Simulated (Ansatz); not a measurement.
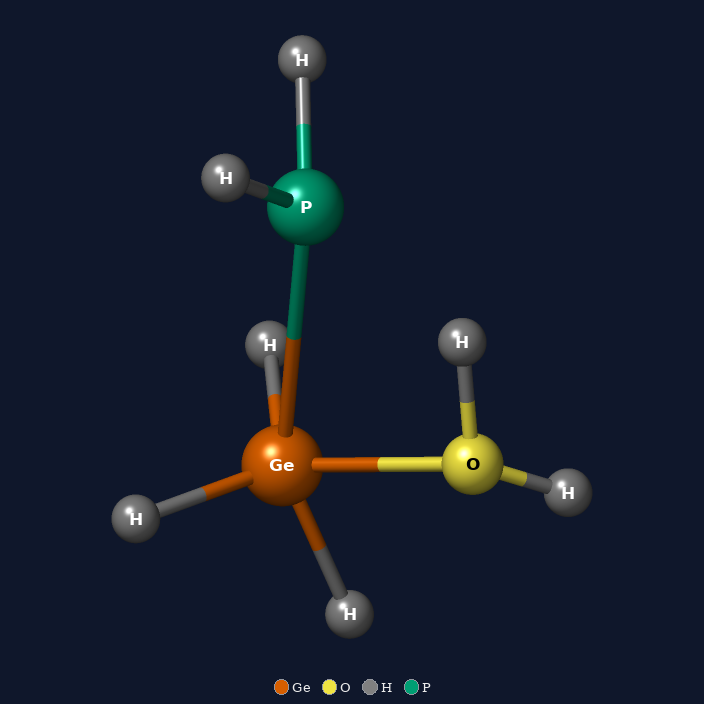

Sticks follow a distance rule. Harmonic vibrations computed with RKS PBE0-D4/def2-TZVP (Ansatz 0.2.0) at a stationary point of the same level.

Question: Minimum or transition state?

Answer: A first-order saddle point: one imaginary frequency, 749i cm⁻¹.

Question: How many vibrational modes are there, and where do they lie?

Answer: 24 modes: 749i, 165, 234, 236, 270, 327, 391, 483, 597, 637, 738, 794, 854, 948, 962, 1085, 1168, 1667, 2009, 2137, 2189, 2470, 2496, 3818 cm⁻¹.
